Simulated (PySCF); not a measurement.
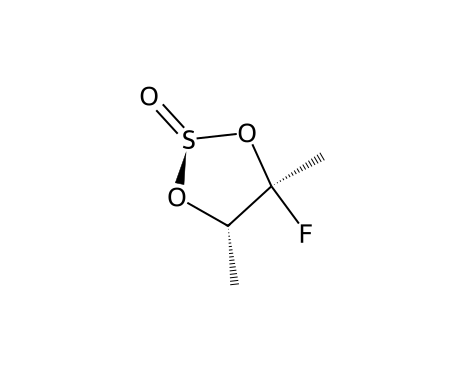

A structural formula.

> Transcribe the drawing into SMILES.

C[C@@H]1O[S@@](=O)O[C@@]1(C)F

> Give the formula, hydrogens included.

C4H7FO3S.

> An optimisation with GFN2-xTB gave a structure of which point group?

C1.

The parts below concern this one geometry. Atoms keep their numbers from picture to picture. Computed geometry: GFN2-xTB optimisation. No frequency run is at hand to confirm it as a minimum.

### Shape

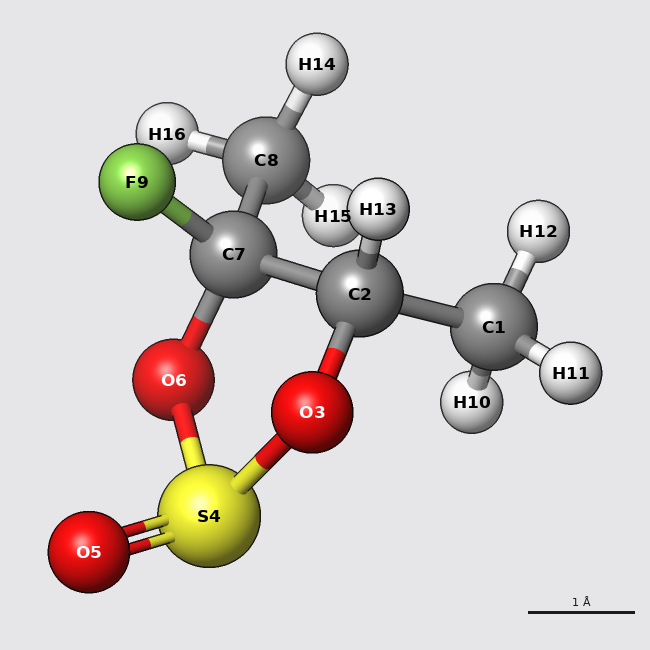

No frequency run is at hand to confirm it as a minimum.

> Describe the coordination of atom 1.

C1 has 4 neighbours (C2 at 1.52, H10 at 1.09, H11 at 1.09, H12 at 1.09 Å); the arrangement is tetrahedral.

> How are the neighbours of atom 6 arranged?

O6 has 2 neighbours (S4 at 1.71, C7 at 1.37 Å); the arrangement is bent.

> Describe the coordination of atom 7.

C7 has 4 neighbours (C2 at 1.55, O6 at 1.37, C8 at 1.52, F9 at 1.39 Å); the arrangement is tetrahedral.

> How are the neighbours of atom 8 arranged?

C8 has 4 neighbours (C7 at 1.52, H14 at 1.09, H15 at 1.08, H16 at 1.09 Å); the arrangement is tetrahedral.

> What is the dihedral angle C1–C2–C7–C8?

41° in size, that is gauche.

### Electronic properties

No frequency run is at hand to confirm it as a minimum. Properties computed with PBE0/def2-SVPD, gas phase (PySCF 2.14.0). Excitations: vertical, linear response.

> Give the lowest vertical singlet excitation at this level.

5.89 eV.

> Estimate the LUMO energy (Kohn–Sham orbital).

−0.81 eV.

> Give the mean static polarisability at this level.

77.0 bohr³.

> What is the HOMO energy (Kohn–Sham orbital)?

−8.26 eV.

### NMR shielding

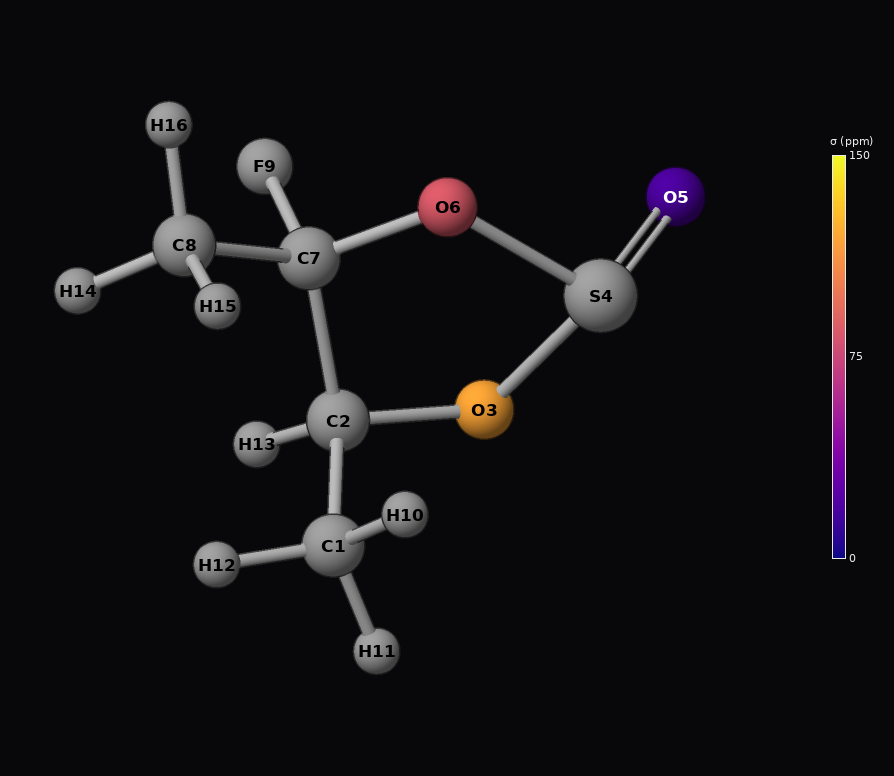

Atoms are coloured by their isotropic NMR shieldings (O only, the others grey). No frequency run is at hand to confirm it as a minimum. Level of theory: GIAO PBE0/pcSseg-1 NMR shielding, non-relativistic, gas phase (PySCF 2.14.0).

List the isotropic NMR shieldings of the O atoms.

```json
{"atom": "O3", "σ (ppm)": "119.5"}
{"atom": "O5", "σ (ppm)": "19.4"}
{"atom": "O6", "σ (ppm)": "85.0"}
```

### Dipole moment

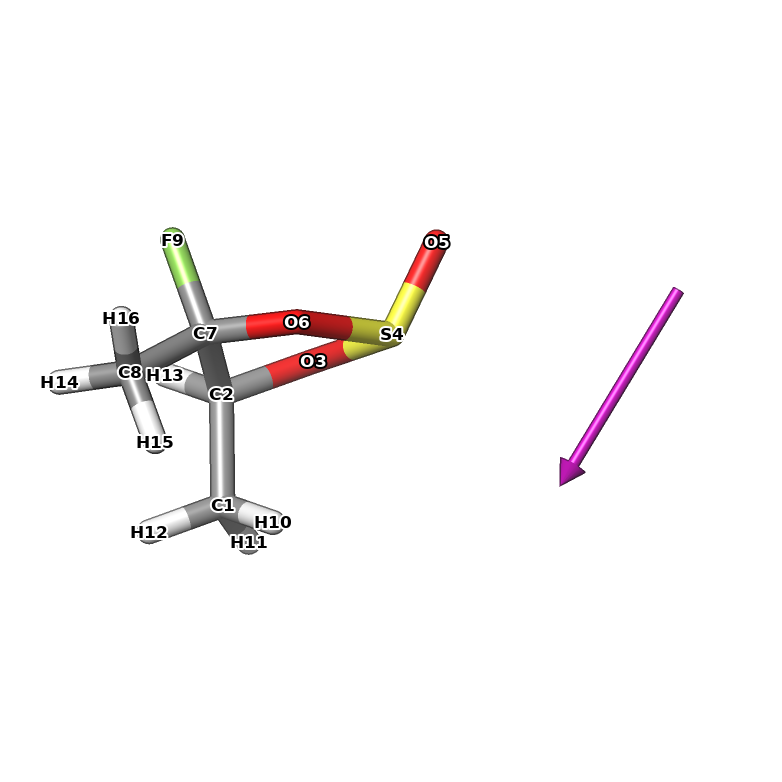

The arrow beside the molecule shows the direction of the dipole moment, from the negative to the positive end (its length means nothing). No frequency run is at hand to confirm it as a minimum. Properties computed with PBE0/def2-SVPD, gas phase (PySCF 2.14.0).

> How large is the dipole moment?

5.04 D; it points from the side of O5 to the side of H12 (the outermost atoms at the two ends).
